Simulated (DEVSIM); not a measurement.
System: InP/In0.53Ga0.47As p-n heterojunction, at 400 K.

```csv
layer (left to right),material,thickness (μm),Nd (cm⁻³),Na (cm⁻³),τn (s),τp (s)
1,InP,1.30,-,1.3e17,3e-10,3e-10
2,In0.53Ga0.47As,0.330,2.7e16,-,3e-10,3e-10
```

Left contact: ohmic. Right contact: ohmic. Voltage is applied to the left contact. Recombination: SRH at mid-gap, Auger. Mobility is μmin + (μ − μmin)/(1 + (N/Nref)^α).

Constants are typed, rounded textbook-type inputs, not results; the design itself was drawn at random and stands for no fabricated device. Values at 300 K; Nc and Nv go as T^1.5, mobilities as T to minus their exponent, the gap by Varshni's rule with the affinity fixed.

| parameter | InP | In0.53Ga0.47As |
|---|---|---|
| gap (eV) | 1.344 | 0.74 |
| affinity (eV) | 4.38 | 4.51 |
| permittivity | 12.5 | 13.9 |
| Nc (cm⁻³) | 5.7e17 | 2.1e17 |
| Nv (cm⁻³) | 1.1e19 | 7.7e18 |
| μn (cm²/Vs) | 5200 | 12000 |
| μp (cm²/Vs) | 170 | 300 |
| μn,min | 400 | 300 |
| μp,min | 10 | 10 |
| Nref,n | 3e17 | 1.3e17 |
| Nref,p | 4.9e17 | 4.9e17 |
| αn | 0.47 | 0.48 |
| αp | 0.62 | 0.4 |
| T exponent of μn | 2 | 1.6 |
| T exponent of μp | 2 | 1.6 |
| Cn (cm⁶/s) | 9e-31 | 5e-29 |
| Cp (cm⁶/s) | 9e-31 | 5e-29 |
| Varshni α (eV/K) | 0.000363 | 0.00035 |
| Varshni β (K) | 162 | 190 |

Simulated with DEVSIM: 1D drift-diffusion, Boltzmann statistics, complete ionisation; no tunnelling, impact ionisation, image-force lowering or self-heating. Band offsets follow the typed affinities; no thermionic-emission limit at abrupt steps, no polarisation charge.

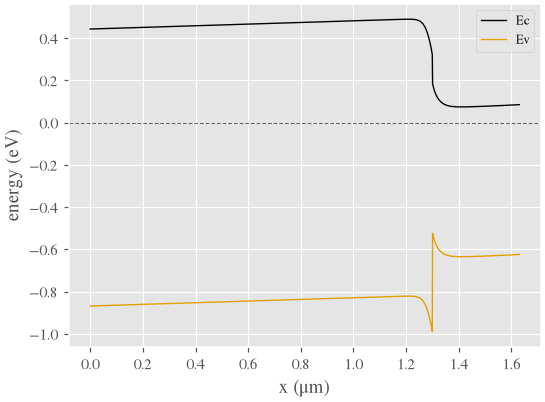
Figure. Band edges at 0.7 V on the left contact

Energies count from the Fermi level of the right contact; mesh points crowd at the junctions.

```json
[
 {"x (μm)": "0.000", "Ec (eV)": "0.444", "Ev (eV)": "-0.868", "n (cm⁻³)": "3400", "p (cm⁻³)": "1.3e17", "field (V/cm)": "390"},
 {"x (μm)": "0.005193", "Ec (eV)": "0.444", "Ev (eV)": "-0.868", "n (cm⁻³)": "3.7e9", "p (cm⁻³)": "1.3e17", "field (V/cm)": "390"},
 {"x (μm)": "0.01682", "Ec (eV)": "0.444", "Ev (eV)": "-0.867", "n (cm⁻³)": "1.2e10", "p (cm⁻³)": "1.3e17", "field (V/cm)": "390"},
 {"x (μm)": "0.04007", "Ec (eV)": "0.445", "Ev (eV)": "-0.866", "n (cm⁻³)": "2.8e10", "p (cm⁻³)": "1.3e17", "field (V/cm)": "390"},
 {"x (μm)": "0.1188", "Ec (eV)": "0.448", "Ev (eV)": "-0.863", "n (cm⁻³)": "7.9e10", "p (cm⁻³)": "1.3e17", "field (V/cm)": "390"},
 {"x (μm)": "0.2516", "Ec (eV)": "0.453", "Ev (eV)": "-0.858", "n (cm⁻³)": "1.6e11", "p (cm⁻³)": "1.3e17", "field (V/cm)": "390"},
 {"x (μm)": "0.5488", "Ec (eV)": "0.465", "Ev (eV)": "-0.846", "n (cm⁻³)": "3.0e11", "p (cm⁻³)": "1.3e17", "field (V/cm)": "390"},
 {"x (μm)": "1.002", "Ec (eV)": "0.483", "Ev (eV)": "-0.829", "n (cm⁻³)": "4.6e11", "p (cm⁻³)": "1.3e17", "field (V/cm)": "390"},
 {"x (μm)": "1.164", "Ec (eV)": "0.489", "Ev (eV)": "-0.823", "n (cm⁻³)": "5.1e11", "p (cm⁻³)": "1.3e17", "field (V/cm)": "380"},
 {"x (μm)": "1.237", "Ec (eV)": "0.488", "Ev (eV)": "-0.823", "n (cm⁻³)": "5.9e11", "p (cm⁻³)": "1.2e17", "field (V/cm)": "-2300"},
 {"x (μm)": "1.274", "Ec (eV)": "0.448", "Ev (eV)": "-0.863", "n (cm⁻³)": "2.0e12", "p (cm⁻³)": "3.4e16", "field (V/cm)": "-27000"},
 {"x (μm)": "1.293", "Ec (eV)": "0.365", "Ev (eV)": "-0.946", "n (cm⁻³)": "2.2e13", "p (cm⁻³)": "2.1e15", "field (V/cm)": "-60000"},
 {"x (μm)": "1.299", "Ec (eV)": "0.323", "Ev (eV)": "-0.988", "n (cm⁻³)": "7.4e13", "p (cm⁻³)": "1.0e14", "field (V/cm)": "-72000"},
 {"x (μm)": "1.304", "Ec (eV)": "0.168", "Ev (eV)": "-0.541", "n (cm⁻³)": "2.5e15", "p (cm⁻³)": "2.4e17", "field (V/cm)": "-49000"},
 {"x (μm)": "1.318", "Ec (eV)": "0.121", "Ev (eV)": "-0.589", "n (cm⁻³)": "9.7e15", "p (cm⁻³)": "6.1e16", "field (V/cm)": "-22000"},
 {"x (μm)": "1.342", "Ec (eV)": "0.089", "Ev (eV)": "-0.621", "n (cm⁻³)": "2.5e16", "p (cm⁻³)": "2.3e16", "field (V/cm)": "-7300"},
 {"x (μm)": "1.395", "Ec (eV)": "0.075", "Ev (eV)": "-0.634", "n (cm⁻³)": "3.7e16", "p (cm⁻³)": "1.2e16", "field (V/cm)": "-340"},
 {"x (μm)": "1.490", "Ec (eV)": "0.078", "Ev (eV)": "-0.632", "n (cm⁻³)": "3.4e16", "p (cm⁻³)": "7.2e15", "field (V/cm)": "480"},
 {"x (μm)": "1.581", "Ec (eV)": "0.082", "Ev (eV)": "-0.627", "n (cm⁻³)": "3.0e16", "p (cm⁻³)": "2.6e15", "field (V/cm)": "610"},
 {"x (μm)": "1.609", "Ec (eV)": "0.084", "Ev (eV)": "-0.625", "n (cm⁻³)": "2.8e16", "p (cm⁻³)": "1.2e15", "field (V/cm)": "640"},
 {"x (μm)": "1.622", "Ec (eV)": "0.085", "Ev (eV)": "-0.624", "n (cm⁻³)": "2.7e16", "p (cm⁻³)": "4.5e14", "field (V/cm)": "650"},
 {"x (μm)": "1.630", "Ec (eV)": "0.086", "Ev (eV)": "-0.624", "n (cm⁻³)": "2.7e16", "p (cm⁻³)": "1.6e11", "field (V/cm)": "650"}
]
```
